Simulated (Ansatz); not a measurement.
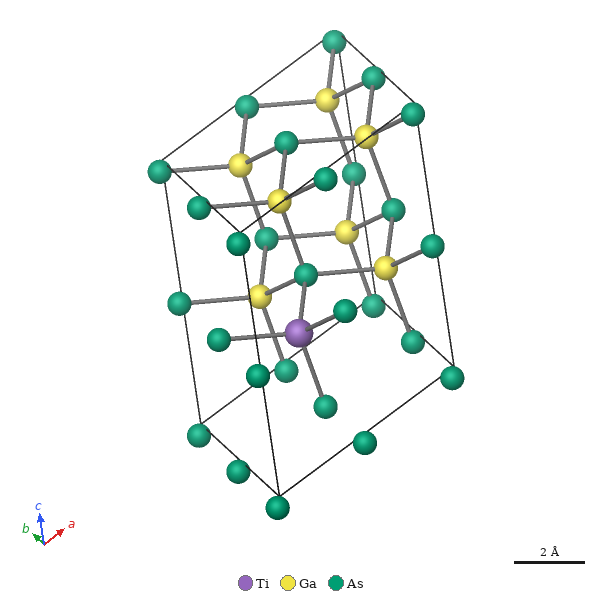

An orthographic ball-and-stick view of the structure, slightly off an axis. The wireframe shows the supercell. The host is GaAs, in a cell of 16 sites, and the cell carries a charge of -1.

### Name the defect and give its surroundings.

Titanium on a gallium site (a substitutional impurity). It is bonded to four As in a tetrahedral arrangement at about 2.4 Å.

Run with DFT LDA, scalar-relativistic, plane waves, PAW in Ansatz 0.2.0 and these settings: a cutoff energy of 420 eV, a 3×3×3 mesh of k-points, Gaussian smearing of 0.02 eV, collinear spins.

### Is there a net spin in the supercell?

Yes, 1.1 μB in the cell.

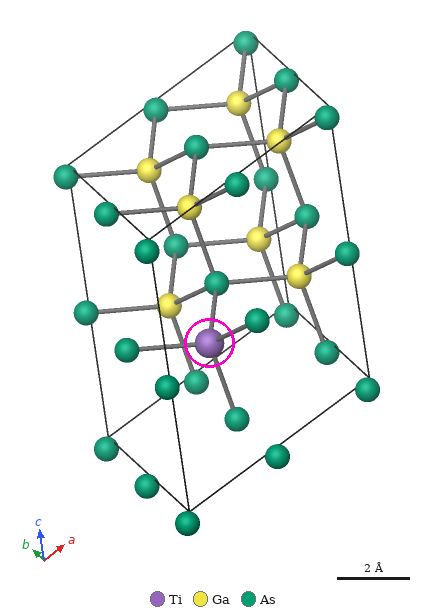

The same cell with a ring at the defect's site.

The atoms were relaxed in the host's cell with DFT LDA, scalar-relativistic, plane waves, PAW in Ansatz 0.2.0.
